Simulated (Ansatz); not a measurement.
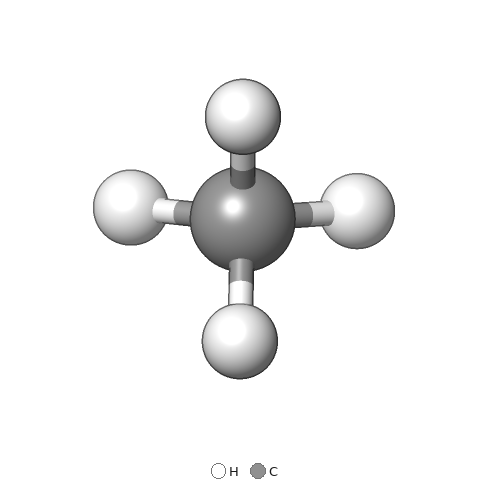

Every bond is drawn as one stick, whatever its order.

The geometry was computed by an optimisation with PBE0-D4/def2-TZVP.

Description:

It has 5 atoms: 1 carbon and 4 hydrogen (CH4). This geometry has Td symmetry. Coordination: 1 C tetrahedral.

More results for the same structure follow; atom numbers are the same in all pictures, views and colours differ.

Geometry

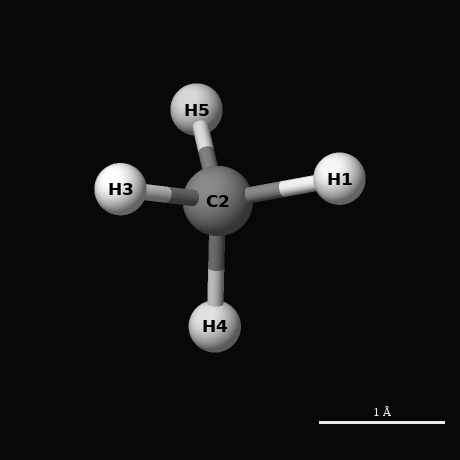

Numbered structure.

Give the bond lengths.

| bond | length (Å) |
| --- | --- |
| H1–C2 | 1.090 |
| C2–H3 | 1.090 |
| C2–H4 | 1.090 |
| C2–H5 | 1.090 |

Vibrations

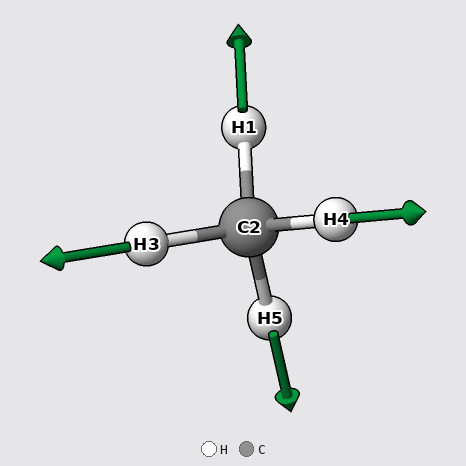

The arrows show one normal mode. Harmonic vibrations computed with RKS PBE0-D4/def2-TZVP (Ansatz 0.2.0) at a stationary point of the same level.

What kind of motion is it?

Mostly in-phase stretching of 4 C–H bonds.

Estimate its harmonic wavenumber.

3047 cm⁻¹; it is mode 6 of 9 counted from the lowest.

Thermal motion

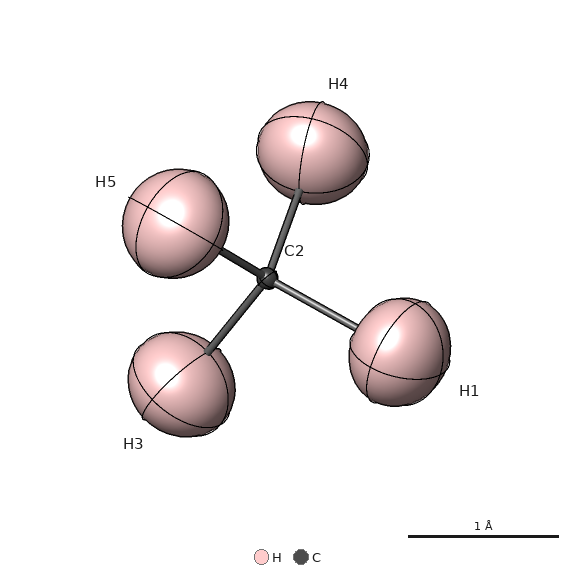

Displacement ellipsoids at the 50 % level, enlarged 3 times, from the internal vibrations of the free molecule (harmonic, no overall translation or rotation; no half-axis is drawn under 0.075 Å). Vibrations computed with RKS PBE0-D4/def2-TZVP (Ansatz 0.2.0). Temperature: 298 K.

Give the displacement parameters, one line for each set of equivalent atoms.

```json
{"atom": "H1, H3, H4, H5", "U_eq (Å²)": "0.0061", "rms amplitudes (Å)": "0.071, 0.082, 0.082"}
{"atom": "C2", "U_eq (Å²)": "0.00021", "rms amplitudes (Å)": "0.014, 0.014, 0.014"}
```

Charges

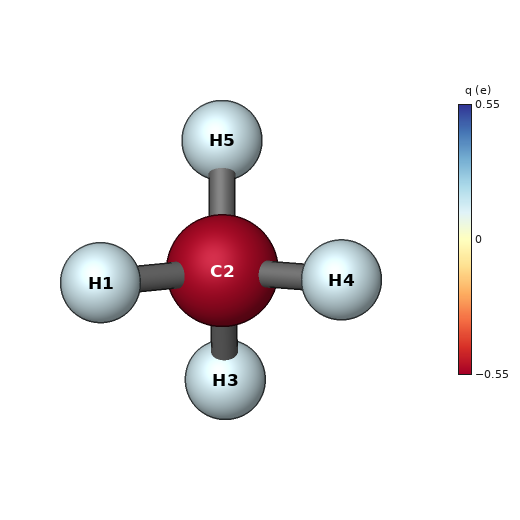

Atoms are coloured by their Mulliken charges. Level of theory: RKS PBE0-D4/def2-TZVP (Ansatz 0.2.0).

List the Mulliken charges.

```
atom  value (e)
  H1       0.13
  C2      −0.53
  H3       0.13
  H4       0.13
  H5       0.13
```

Mulliken values depend strongly on the basis set and can even reverse the polarity of a bond.
